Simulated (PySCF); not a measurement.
CH$_{7}$BO$_{3}$Si$_{2}$ (SMILES O=C[SiH2]OBO[SiH3])

```yaml
atoms:
  - { symbol: O, position_ang: [-2.4322, 2.1042, -0.2547] }
  - { symbol: C, position_ang: [-1.6280, 1.3568, 0.2399] }
  - { symbol: Si, position_ang: [-1.7933, -0.5597, 0.3273] }
  - { symbol: O, position_ang: [-0.5889, -1.1373, 1.2329] }
  - { symbol: B, position_ang: [0.7196, -1.2386, 1.5036] }
  - { symbol: O, position_ang: [1.6492, -0.6209, 0.7857] }
  - { symbol: Si, position_ang: [2.0221, 0.3671, -0.4430] }
  - { symbol: H, position_ang: [-0.7009, 1.7896, 0.6905] }
  - { symbol: H, position_ang: [-1.7305, -1.1000, -1.0309] }
  - { symbol: H, position_ang: [-2.9987, -0.9329, 1.0602] }
  - { symbol: H, position_ang: [1.0517, -1.9007, 2.4194] }
  - { symbol: H, position_ang: [3.0974, -0.3415, -1.1317] }
  - { symbol: H, position_ang: [0.8829, 0.6035, -1.3388] }
  - { symbol: H, position_ang: [2.4488, 1.6101, 0.1974] }
```

Geometry: GFN2-xTB.

Theory: PBE0/pcSseg-1, SCF density, gas phase, non-relativistic (PySCF).

What will maps of the electron density and electron localisation function show?

Answer. B–O (1.33 Å): the density is about 2.2 e/Å³ at the midpoint; the ELF peaks at about 0.90 between the atoms, as expected for a polar covalent bond.
Si–O (1.61 Å): the density is about 1.2 e/Å³ at the midpoint; the ELF peaks at about 0.85 between the atoms, as expected for a short, strongly polar bond.
B–H (1.18 Å): ρ at the midpoint is about 1.3 e/Å³; the ELF climbs to about 1 towards the hydrogen, as it does in any bond to H: an ordinary covalent bond to hydrogen.

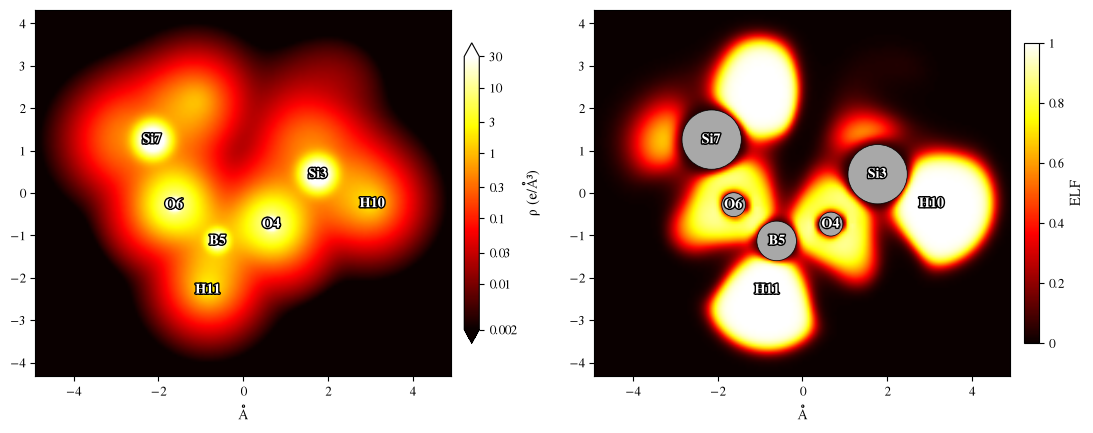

Computed electron density and electron localisation function on the plane of atoms B5, O6 and Si7, in this order. Grey discs cover the atomic cores in the ELF map. 
